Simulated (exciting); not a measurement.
# Electron–core-hole interaction in the O K spectrum of TiO2 (Rutile), part 2 of 2

Wanted: the near-edge spectrum and the bound core excitons at the O K edge of TiO2 (Rutile).

exciting sodium; X-ray absorption, core-level Bethe-Salpeter equation, exchange and statically screened direct term, Tamm-Dancoff, all-electron LAPW+lo PBE.

So far. Step 6 (Exchange alone): Maxima (height): 1.4 eV (0.55), 4.5 eV (0.68), 10.6 eV (0.32), 13.5 eV (0.57) and 16.2 eV (0.61); 1 lower ones aren't listed. The spectrum differs from the independent-particle run by 3 % r.m.s. Step 7 (Direct term alone): Maxima (height): -0.3 eV (1.03), 2.4 eV (0.85), 8.7 eV (0.42), 11.9 eV (0.56) and 15.0 eV (0.41); 3 lower ones aren't listed. Against the singlet run the r.m.s. difference is 4 %.

## 9. Coarser mesh

Changed against the first singlet run: k mesh from 3×3×5 to 2×2×3.

input.xml reads:

```
<input>
  <title>TiO2</title>
  <structure speciespath="." autormt="false" epslat="1.0e-5">
    <crystal>
      <basevect>8.6780003079 0.0000000000 0.0000000000</basevect>
      <basevect>0.0000000000 8.6780003079 0.0000000000</basevect>
      <basevect>0.0000000000 0.0000000000 5.5886760399</basevect>
    </crystal>
    <species speciesfile="Ti.xml" rmt="2.069">
      <atom coord="0.5000000000 0.5000000000 0.5000000000"/>
      <atom coord="0.0000000000 0.0000000000 0.0000000000"/>
    </species>
    <species speciesfile="O.xml" rmt="1.500">
      <atom coord="0.8049600000 0.1950400000 0.5000000000"/>
      <atom coord="0.6950400000 0.6950400000 0.0000000000"/>
      <atom coord="0.1950400000 0.8049600000 0.5000000000"/>
      <atom coord="0.3049600000 0.3049600000 0.0000000000"/>
    </species>
  </structure>
  <groundstate do="skip" xctype="GGA_PBE" ngridk="4 4 5" rgkmax="7" gmaxvr="14" nempty="8" swidth="0.001" maxscl="100" epsengy="1e-5"/>
  <xs xstype="BSE" ngridk="2 2 3" ngridq="2 2 3" vkloff="0.097 0.273 0.493" rgkmax="7" nempty="37" gqmax="3" lmaxapwwf="5" lmaxemat="2" broad="0.01654" tevout="true">
    <energywindow intv="18.166 19.783" points="439"/>
    <screening screentype="full" nempty="58"/>
    <BSE xas="true" xasspecies="2" xasatom="1" xasedge="K" bsetype="singlet" nstlxas="1 33"/>
    <qpointset>
      <qpoint>0 0 0</qpoint>
    </qpointset>
    <plan>
      <doonly task="xsgeneigvec"/>
      <doonly task="writepmatxs"/>
      <doonly task="scrgeneigvec"/>
      <doonly task="scrwritepmat"/>
      <doonly task="screen"/>
      <doonly task="scrcoulint"/>
      <doonly task="exccoulint"/>
    </plan>
  </xs>
</input>
```

input.xml for the last start (plan only) reads:

```
  <plan>
    <doonly task="bse"/>
  </plan>
```

Started as:

```console
$ OMP_NUM_THREADS=1 mpirun -n 4 exciting
$ OMP_NUM_THREADS=4 exciting
```

Numbers of over 12 decimals in the logs are rounded to 6 here.

The log of the run:

```text
| EXCITING SODIUM started for task xsgeneigvec ( 301)                          =
One-shot GS runs for BSE calculations
One-shot GS runs for k+qmt/2 grids
Info(xsgeneigvec): Generating eigenvectors for Q-point      1
Info(xsgeneigvec): Generation of eigenvectors finished
| EXCITING SODIUM started for task writepmatxs ( 320)                          =
Info(writepmatxs): Momentum matrix elements finished
| EXCITING SODIUM started for task scrgeneigvec ( 401)                         =
One-shot GS runs for BSE calculations
One-shot GS runs for k+qmt/2 grids
[...]
Info(setup_bse_block): Setting up RR part of hamiltonian
Info(setup_bse_block): Singlet spin state
Info(bse): Diagonalizing RR Hamiltonian (TDA)
Info(bse): Invoking Lapack routine ZHEEVR
       792 eigen solutions found in the interval:
         i1=       1 i2=     792
Info(bse): Writing excition energies and oscillator strengths to text file.
Info(makespectrum_dist): Making spectrum using formula for coupling with time reversed AR basis.
Info(makespectrum_dist): Using formalism for vanishing momentum transfer.
Info(writederived): Writing quantities derived from the macroscopic dielectric function.
Info(bselauncher): Spectrum finished for iqmt=  1
Info(bselauncher): All done for BSE type singlet
```

Elapsed: 2.1 min, on 4 MPI ranks of Arm Neoverse V2, shared host.

These settings are cheaper. The spectrum differs from the singlet run by 9 % r.m.s. A coarse mesh samples few band energies, and it inflates the long-range part of the attraction.

```csv
E (eV),first run,this run
-4.0,0.03,0.03
-3.0,0.04,0.04
-2.0,0.09,0.10
-1.0,0.38,0.41
0.0,0.87,0.81
1.0,0.38,0.36
2.0,0.50,0.56
3.0,0.64,0.61
4.0,0.28,0.25
5.0,0.12,0.11
6.0,0.08,0.08
7.0,0.14,0.13
8.0,0.28,0.29
9.0,0.40,0.40
10.0,0.39,0.37
11.0,0.37,0.46
12.0,0.57,0.46
13.0,0.44,0.46
14.0,0.35,0.34
15.0,0.42,0.47
16.0,0.23,0.20
17.0,0.16,0.18
18.0,0.11,0.11
19.0,0.11,0.08
20.0,0.15,0.13
21.0,0.16,0.21
22.0,0.16,0.21
23.0,0.23,0.18
24.0,0.21,0.22
```

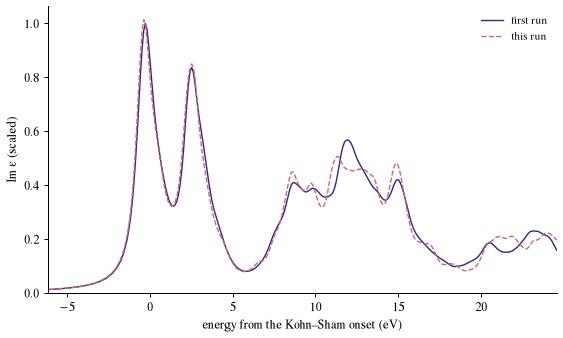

This run beside the first singlet run.

## 10. The levels of theory side by side

```csv
level,curve passes 0.15 (eV),highest maximum (eV),its height
IP,0.0,4.5,0.69
RPA,0.0,4.5,0.68
direct only,-1.6,-0.3,1.03
singlet,-1.6,-0.3,1.00
```

```csv
E (eV),IP,RPA,direct only,singlet
-4.0,0.01,0.01,0.03,0.03
-3.0,0.02,0.02,0.05,0.04
-2.0,0.03,0.03,0.10,0.09
-1.0,0.05,0.05,0.42,0.38
0.0,0.16,0.15,0.86,0.87
1.0,0.51,0.48,0.38,0.38
2.0,0.49,0.49,0.53,0.50
3.0,0.29,0.28,0.62,0.64
4.0,0.55,0.52,0.27,0.28
5.0,0.58,0.59,0.11,0.12
6.0,0.15,0.16,0.08,0.08
7.0,0.09,0.09,0.15,0.14
8.0,0.14,0.14,0.29,0.28
9.0,0.24,0.23,0.40,0.40
10.0,0.30,0.30,0.39,0.39
11.0,0.29,0.29,0.37,0.37
12.0,0.35,0.34,0.56,0.57
13.0,0.54,0.53,0.44,0.44
14.0,0.50,0.51,0.35,0.35
15.0,0.39,0.39,0.41,0.42
16.0,0.58,0.58,0.22,0.23
17.0,0.36,0.37,0.15,0.16
18.0,0.21,0.21,0.11,0.11
19.0,0.13,0.14,0.10,0.11
20.0,0.14,0.15,0.15,0.15
21.0,0.22,0.22,0.16,0.16
22.0,0.18,0.19,0.16,0.16
23.0,0.22,0.22,0.22,0.23
24.0,0.29,0.30,0.21,0.21
```

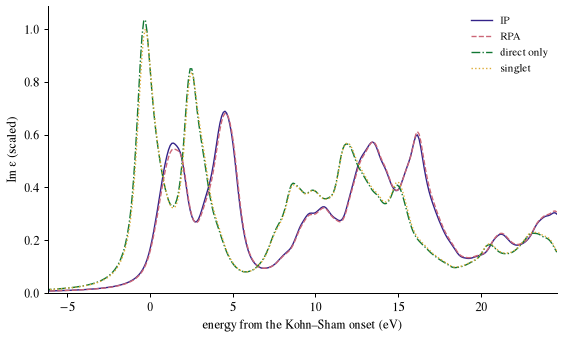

The spectrum at each level.

## 11. Summary of results

| Quantity | Value |
| --- | --- |
| absorber and edge | O K, atom 3 |
| surroundings | nearest neighbours 2 Ti at 1.95 Å and 1 Ti at 1.98 Å (site symmetry m2m) |
| first bright state | -0.63 eV from the Kohn–Sham onset, on this mesh |
| highest maximum | -0.3 eV |
| cost of the BSE run | 10 min on 4 MPI ranks of Arm Neoverse V2, shared host; the last task ran on as many threads |

In words: Is a core exciton bound? Yes on this mesh: the first bright state (over 5 % of the brightest) lies at -0.63 eV from the Kohn–Sham onset and at -0.71 eV from the lowest bare transition of its own mesh. Changing the half width (eV) from 0.45 to 1.35 alters the spectrum by 31 % r.m.s. Exchange alone changes the independent-particle spectrum by 3 % r.m.s. Leaving exchange out of the full kernel changes the spectrum by 4 % r.m.s. A mesh of 45 points doesn't converge binding energies, and fine structure above the first lines is partly noise of the mesh. The kernel cutoff is low for a compact core orbital, so the effect of exchange is a lower bound. The zero comes from the unshifted 4×4×5 ground-state mesh; it is exact only where the band minimum lies on that mesh. The Kohn–Sham onset, 506 eV, is no photon energy: the scale needs a rigid shift. No quasiparticle correction widens the gap or stretches the bands. Vibrations and energy-dependent lifetimes are left out. The structure is a published determination, not relaxed.

[Banner, clock and machine lines of the logs are left out without a mark of their own.]

[Logs are printed without paths, hosts, clocks, repeated set-up lines and the standing remarks that a program may print on its own settings, such as how far it seeks lower states.]

[Hosts, paths, dates, database ids (printed as entryN), source tags and the programs' standing remarks are cut or masked in the printed files.]
